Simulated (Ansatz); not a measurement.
**Au(111) with 4 thermally displaced layers, 2x2: scattering by thermal displacements**

Wanted: the phonon-limited resistivity of Au at 300 K by the Landauer route.

Program: Ansatz 0.2.0. Level of theory: Ansatz plane-wave DFT, PBE, PAW files; ballistic transport by layer matching (Landauer), zero bias; PAW set soft_1. Results are calculated unless marked as measured.

### 1. Starting point

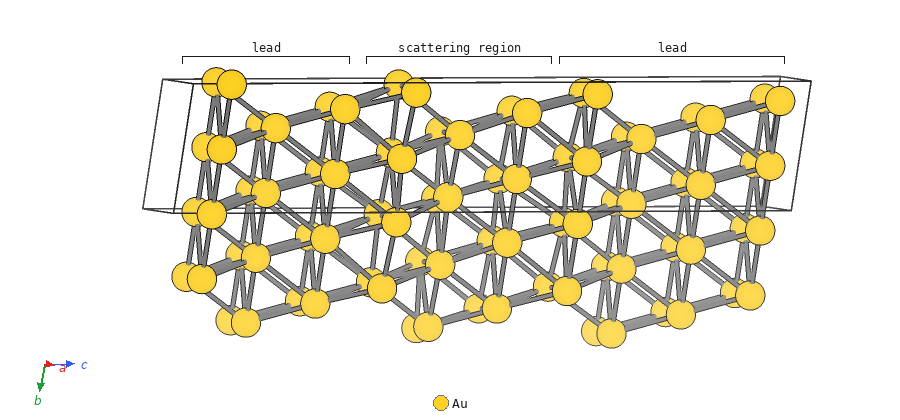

Start, viewed from the side, with the c axis across the page; gold yellow. 1×2×1 cells are drawn.

The cell holds 40 atoms: 40 Au. Cell: a = 5.768 Å, b = 5.768 Å, c = 23.605 Å, α = 93.5°, β = 86.5°, γ = 120.0°. It derives from Au. Regions: lead, 24 atoms (24 Au); scattering region, 16 atoms (16 Au). The structure is stacked along c, and the current runs across the ab planes.

### 2. With 4 displaced layers

Each atom of 4 layers is moved at random, by amounts drawn from a normal law 0.0906 Å wide in each direction from the Debye model (165 K) at 300 K. The layers about the cell's end stay perfect and serve as the lead. Disorder leaves little or no symmetry, which makes such runs dear. Energies from -0.05 to 0.05 eV in steps of 0.05 eV are too few for the program's thermal sum, so it prints no conductance; for a metal the transmission near the Fermi level serves, at a fraction of the cost.

input.yaml

```yaml
crystal:
  lattice:
    - [5.7675164607, 0.0, 0.0]
    - [-2.8837582304, 4.9948157718, 0.0]
    - [1.4418791152, -0.8324692953, 23.5457873532]
  atoms:
    - { symbol: Au, position: [0.9916666667, 0.0083333333, 0.05] }
    - { symbol: Au, position: [0.9916666667, 0.5083333333, 0.05] }
    - { symbol: Au, position: [0.4916666667, 0.0083333333, 0.05] }
    - { symbol: Au, position: [0.4916666667, 0.5083333333, 0.05] }
    - { symbol: Au, position: [0.1416666667, 0.3583333333, 0.15] }
    - { symbol: Au, position: [0.1416666667, 0.8583333333, 0.15] }
    - { symbol: Au, position: [0.6416666667, 0.3583333333, 0.15] }
    - { symbol: Au, position: [0.6416666667, 0.8583333333, 0.15] }
    - { symbol: Au, position: [0.2916666667, 0.2083333333, 0.25] }
    - { symbol: Au, position: [0.2916666667, 0.7083333333, 0.25] }
    - { symbol: Au, position: [0.7916666667, 0.2083333333, 0.25] }
    - { symbol: Au, position: [0.7916666667, 0.7083333333, 0.25] }
    - { symbol: Au, position: [0.9505724336, 0.0777862246, 0.3528537227] }
    - { symbol: Au, position: [0.9684956146, 0.586925103, 0.3453608651] }
    - { symbol: Au, position: [0.4199078097, 0.034307103, 0.3495853552] }
    - { symbol: Au, position: [0.456840032, 0.5582532283, 0.351908207] }
    - { symbol: Au, position: [0.0635642562, 0.4104194385, 0.4465099717] }
    - { symbol: Au, position: [0.1269927934, 0.9250298406, 0.4536532127] }
    - { symbol: Au, position: [0.5958945598, 0.4198727308, 0.4525316416] }
    - { symbol: Au, position: [0.5818185284, 0.8992372846, 0.4495583403] }
    - { symbol: Au, position: [0.2269461003, 0.247370141, 0.548909537] }
    - { symbol: Au, position: [0.2381976362, 0.7712110331, 0.543858065] }
    - { symbol: Au, position: [0.7492809226, 0.2466352786, 0.5478991564] }
    - { symbol: Au, position: [0.71929555, 0.7555579108, 0.5490469683] }
    - { symbol: Au, position: [0.8897728944, 0.0987106804, 0.6503607852] }
    - { symbol: Au, position: [0.9243314404, 0.6153847401, 0.6477923707] }
    - { symbol: Au, position: [0.4050907918, 0.1063777358, 0.6522853014] }
    - { symbol: Au, position: [0.3989838505, 0.6000013177, 0.6425720181] }
    - { symbol: Au, position: [0.0416666667, 0.4583333333, 0.75] }
    - { symbol: Au, position: [0.0416666667, 0.9583333333, 0.75] }
    - { symbol: Au, position: [0.5416666667, 0.4583333333, 0.75] }
    - { symbol: Au, position: [0.5416666667, 0.9583333333, 0.75] }
    - { symbol: Au, position: [0.1916666667, 0.3083333333, 0.85] }
    - { symbol: Au, position: [0.1916666667, 0.8083333333, 0.85] }
    - { symbol: Au, position: [0.6916666667, 0.3083333333, 0.85] }
    - { symbol: Au, position: [0.6916666667, 0.8083333333, 0.85] }
    - { symbol: Au, position: [0.8416666667, 0.1583333333, 0.95] }
    - { symbol: Au, position: [0.8416666667, 0.6583333333, 0.95] }
    - { symbol: Au, position: [0.3416666667, 0.1583333333, 0.95] }
    - { symbol: Au, position: [0.3416666667, 0.6583333333, 0.95] }
kpoints:
  mp_grid: { grid: [5, 5, 1] }
hamiltonian:
  xc: pbe
  pseudopotentials: { kind: paw, azcp: { folder: soft_1 } }
scf:
  occupations: { method: fermi_dirac, width: 0.1 }
output:
  transmission:
    leads: [[0, 4]]
    kmesh: [10, 10]
    e_range: [-0.05, 0.05]
    de: 0.05
  write_potential: true
  write_density: true
  volumetric_format: npy
  elf: true
```

Command:

```sh
ansatz run input.yaml --threads 8 --pin off --max-ram 15360MiB --backend cpu --events-out ev --progress --plain --runs-dir out
```

Numbers of over 12 decimals in the logs are rounded to 6 here.

The program printed:

```text
Engine: ansatz 0.2.0, aarch64-unknown-linux-gnu
Pseudopotentials: kind: paw
Pseudopotential: Au, paw, valence charge 19, recommended cutoff 420 eV (normal), soft_1/Au.paw.azcp
Functional definition: PBE
  parameter kappa = 0.804
  parameter beta = 0.066725
  exchange = pbe_x(kappa = kappa, mu = beta*pi^2/3)
  correlation = pbe_c(beta = beta)
Crystal: 40 atoms, lattice volume = 678.300 Å³
Basis set: ecut = 420 eV, 13321 PW (Γ)
Bands: 456, of which v1, the nominal top of the filled ones, is band 380 counted from 1 (379 counted from 0)
Symmetry: 1 space group operations
Space group: P1 (ITA 1), of the structure as read, at distance tolerance 8.8e-5 Å
k-points: 13 of 25 (time reversal used)
Non-local potential: Au, projectors of the file, l = 0: 3, l = 1: 2, l = 2: 2, l = 3: 1
PAW form: soft (Blöchl's): semilocal exchange-correlation on the pseudo side does not see the compensation charge
PAW one-centre angular grid: Au, 590 points (default); XC on 64 Gauss nodes
Initial density: superposition of atomic densities (chi_scale 0.1, normalization cell)
Initial wavefunctions: pseudopotential atomic-orbital guess
Functional: x = pbe(κ = 0.804, μ = 0.219515), c = pbe(β = 0.066725)
SCF iter   1: F=—  HF=-526056.084998 eV  |F-HF|=—  |Δ(HF+E_count)|=         —  Δρ=6.75e-2  dr2=3.40e1  ethr=3.10e-3  ⟨swp⟩=4.0  Hψ=17654  notcnv=0  defer=94
preconditioner: auto → Kerker (q_TF=auto, 2.781 Å⁻¹)  [metal: Δε(μ)=0.008 eV  Ē_g=10.180 eV  σ=0.100 eV  W_gap=0.02  n_scr=260 (ndim 8)  ℏωp=29.9 eV  f_vac=0.000  D(μ)=18.38/eV (n_scr^D=110)]
SCF iter   2: F=—  HF=-526047.996797 eV  |F-HF|=—  |Δ(HF+E_count)|=    8.09e0  Δρ=3.10e-2  dr2=6.93e0  ethr=3.10e-3  ⟨swp⟩=2.9  Hψ=9818  notcnv=0  defer=713
SCF iter   3: F=—  HF=-526046.053558 eV  |F-HF|=—  |Δ(HF+E_count)|=    1.94e0  Δρ=7.43e-3  dr2=2.25e-1  ethr=9.12e-4  ⟨swp⟩=2.0  Hψ=8245  notcnv=0  defer=713
SCF iter   4: F=—  HF=-526046.114721 eV  |F-HF|=—  |Δ(HF+E_count)|=   6.12e-2  Δρ=1.30e-3  dr2=7.53e-3  ethr=2.95e-5  ⟨swp⟩=2.7  Hψ=11801  notcnv=0  defer=713
SCF iter   5: F=—  HF=-526046.118254 eV  |F-HF|=—  |Δ(HF+E_count)|=   3.53e-3  Δρ=2.97e-4  dr2=7.85e-4  ethr=9.91e-7  ⟨swp⟩=2.0  Hψ=7949  notcnv=0  defer=713
SCF iter   6: F=—  HF=-526046.118308 eV  |F-HF|=—  |Δ(HF+E_count)|=   5.46e-5  Δρ=9.20e-5  dr2=1.71e-4  ethr=1.03e-7  ⟨swp⟩=2.5  Hψ=8148  notcnv=0  defer=713
SCF iter   7: F=—  HF=-526046.118329 eV  |F-HF|=—  |Δ(HF+E_count)|=   2.02e-5  Δρ=3.79e-5  dr2=1.69e-5  ethr=2.25e-8  ⟨swp⟩=1.0  Hψ=5214  notcnv=0  defer=713
SCF iter   8: F=—  HF=-526046.118710 eV  |F-HF|=—  |Δ(HF+E_count)|=   3.81e-4  Δρ=7.08e-6  dr2=2.31e-6  ethr=2.22e-9  ⟨swp⟩=2.2  Hψ=8123  notcnv=0  defer=713
SCF iter   9: F=—  HF=-526046.118710 eV  |F-HF|=—  |Δ(HF+E_count)|=   2.24e-8  Δρ=2.21e-6  dr2=1.71e-7  ethr=3.04e-10  ⟨swp⟩=1.1  Hψ=5215  notcnv=0  defer=713
SCF iter  10: F=-526046.118710 eV  HF=-526046.118710 eV  |F-HF|=4.84e-8  |Δ(HF+E_count)|=   5.94e-9  Δρ=1.36e-6  dr2=5.20e-8  ethr=1.32e-11  ⟨swp⟩=8.5  Hψ=22258  notcnv=0
SCF 1 converged in 10 iterations: F = -526046.118710 eV  dr2 = 5.20e-8
  greatest PAW one-centre occupation: 1.000 electrons in one spin orbital (limit 2), on the Au atom at site 25 (counted from 0), in its partial waves of l = 0
transmission: 162 of 1560 steps passed
transmission: 324 of 1560 steps passed
[...]
transmission: 1560 of 1560 steps passed
SCF converged after 10 iterations
Free energy (F): -526046.118710 eV
Harris-Foulkes:  -526046.118710 eV  (|F-HF|=4.84e-8)
Internal energy: -526045.639970 eV  (E = F + TS)
E sigma→0 (E₀):  -526045.879340 eV
Entropy (-TS):   -0.478740 eV (-11.968 meV/atom)
Fermi energy:    20.729617 eV
--- Per-component energies (eV) ---
  E_band       = -8242.848270
  E_kinetic    = 23144.150192
  E_local      = -67996.053984  (includes V_loc(G=0)·N_el)
  E_nonlocal   = 3921.326887
  E_hartree    = 29505.051444
  E_xc         = -8625.099652
  E_vxc        = -10477.213138  (∫ρ·V_xc dr)
  E_paw        = -389264.907487  (= ΣΔE_a)
  E_vpaw       = -15845.228618  (= ΣTr[D̂ρ^β])
  E_aug_tail   = 0.066965  (compensation charges beyond the density's cutoff)
  E_ewald      = -116730.174335
  E_smearing   = -0.478740  (= −TS)
  E_closure    = 0.000000  (closes the sum)
  Σ components = -526046.118710   (vs F -526046.118710, Δ=0.00e0)
--- Band table (eV; the first three rows and the last of 13) ---
  k-point 0: bands = [... 376 lower, 20.7925, 21.1927, 21.2314, 21.2659, 21.2797, 21.5325, 21.5589, 21.6426, ... 72 higher]
  k-point 1: bands = [... 376 lower, 20.3506, 20.4282, 20.5022, 20.6542, 20.7538, 20.8606, 20.9563, 21.0657, ... 72 higher]
  k-point 2: bands = [... 376 lower, 20.5142, 20.5411, 20.5605, 20.6080, 20.6571, 20.8282, 20.8625, 21.0630, ... 72 higher]
  k-point 12: bands = [... 376 lower, 19.5238, 20.1991, 20.3626, 20.7003, 20.7754, 20.8192, 21.2635, 22.2388, ... 72 higher]
--- Transmission ---
  basis      : 253 plane waves across, 30 finite elements along
  points     : 52, standing for a mesh of 10 x 10
  energies   : 3 from -0.050000 to 0.050000 eV about the Fermi level, 0.050000 eV apart; the leads are filled to 0.000000 eV, and channels, transmission and decay are at 0.000000 eV
  crystal 0  : Au4, at the sites [0, 4], period 2.3546 Å, over 14.13 Å; its Hamiltonian steps by up to 6.2 meV
    offset         : up to 0.0000 Å between an atom of the period and one for which it stands
    channels       : 3.210000e0 a spin
    conductance    : none, the energies end too early or step too widely for 300 K: set another output.transmission.e_range or a lower de, or, where they end at an eighth of basis.ecutwfc, a higher one
  junction   : crystal 0 to crystal 0, 0.70 to 21.89 Å
    transmission   : 3.122230e0 a spin
    conductance    : none, the energies end too early or step too widely for 300 K: set another output.transmission.e_range or a lower de, or, where they end at an eighth of basis.ecutwfc, a higher one
```

Wall time 11 min (8 threads of Arm Neoverse N1, shared host); peak memory 10 GiB; 76 min of CPU time.

Numbers from this step:

| Property | Result |
| --- | --- |
| free energy | -526046.1187 eV |
| energy at zero smearing | -526045.8793 eV |
| Fermi energy | 20.73 eV |
| cell area | 28.81 Å² |
| transmission per spin nearest the Fermi level | 3.122 |
| open channels per spin nearest the Fermi level | 3.21 |
| step of the lead's potential | 6.2 meV |

Per spin. The transmission, zone mean by energy, zero at the Fermi level:

| energy (eV) | transmission, zone mean |
| --- | --- |
| -0.0500 | 3.12 |
| 0.0000 | 3.12 |
| 0.0500 | 3.12 |

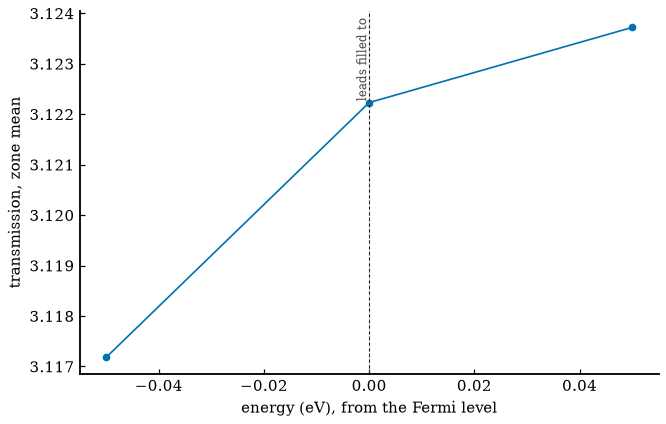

Transmission, zone mean against energy.

Per spin. The open channels, zone mean, lead stays at 3.21 for energy from -0.05 to 0.05 eV.

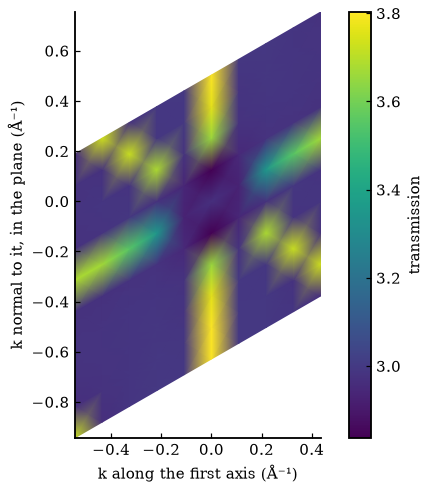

Transmission over k1 and k2. At 0.0000 eV from the Fermi level.

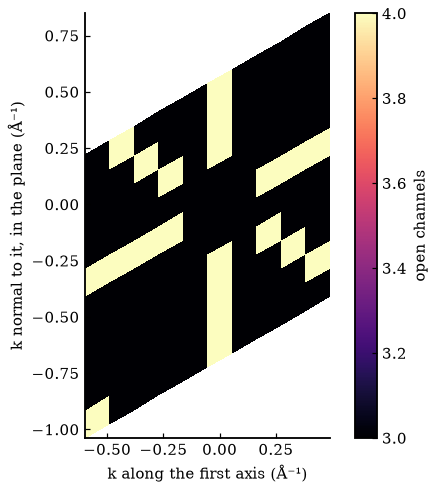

Open channels over k1 and k2. At 0.0000 eV from the Fermi level.

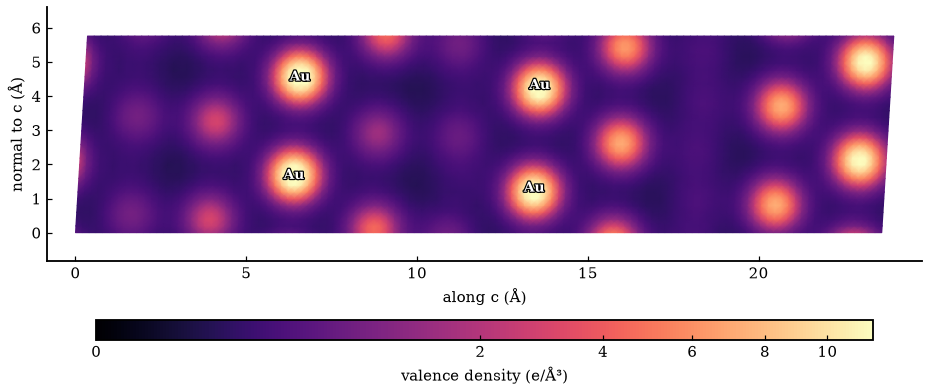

Valence density in the ca plane at fractional y = 0.208, with atoms of Au within 0.2 Å of it. It is the smooth field of the valence electrons, not physical close to the nuclei. The colour scale is stretched toward low values.

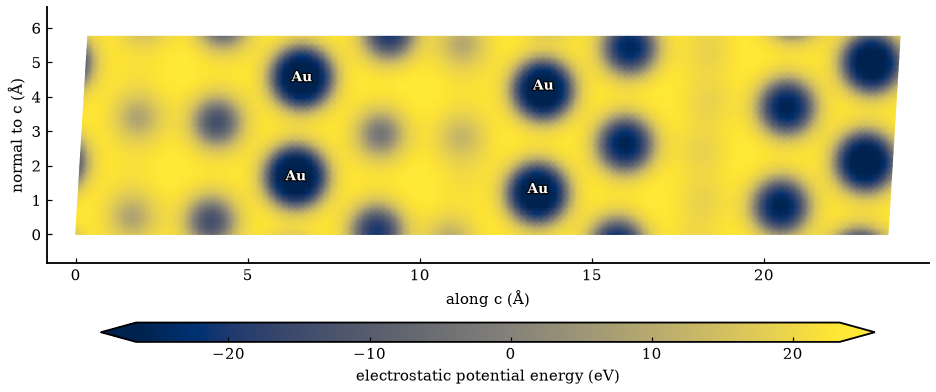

Electrostatic potential energy in the ca plane at fractional y = 0.208, with atoms of Au within 0.2 Å of it. With pseudopotentials it is smooth inside the atoms' cores, unlike the true potential.

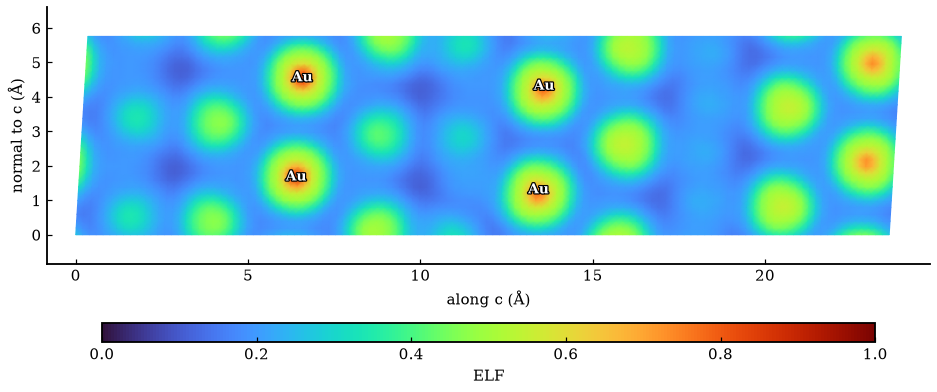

ELF in the ca plane at fractional y = 0.208, with atoms of Au within 0.2 Å of it. It is the smooth field of the valence electrons, not physical close to the nuclei.

Over the solved energies the transmission per spin lies between 3.12 and 3.12, out of 3.21 channels of the lead on average (up to 3.21).

[end of part 1 of 2]

[Logs are printed without paths, hosts, clocks, repeated set-up lines and the standing remarks that a program may print on its own settings, such as how far it seeks lower states.]

[Hosts, paths, dates, database ids (printed as entryN), source tags and the programs' standing remarks are cut or masked in the printed files.]
